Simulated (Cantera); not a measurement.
Charge: 1 mol HMDSO, a varied amount of H₂O, 140 mol N₂, held at 1327 °C and 4500 Pa.

Equilibrium computed with Cantera from the NASA thermochemical tables; the gas is ideal and each condensed phase is pure. Candidate condensed phases: C, C₆H₆, C₇H₈, C₈H₁₈, H₂O, Si, SiC, SiO₂, Si₂N₂O, Si₃N₄; 151 gas species. The feed counts by its element totals alone. Mutual solubility and eutectic melting of coexisting phases are not modelled. The numbers say what is thermodynamically allowed, not how fast it happens.

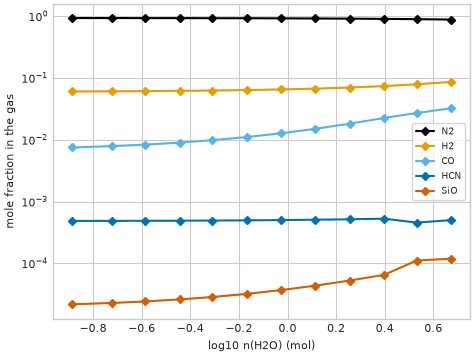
Fig. 1. Equilibrium gas composition (values under 1e-9 drawn at 1e-9)

Question: Read off the mole fractions at 0.19 mol H₂O.

Answer: N₂ about 0.93, H₂ about 0.061, CO about 0.0079, HCN about 0.00049, SiO about 2.3e-5.
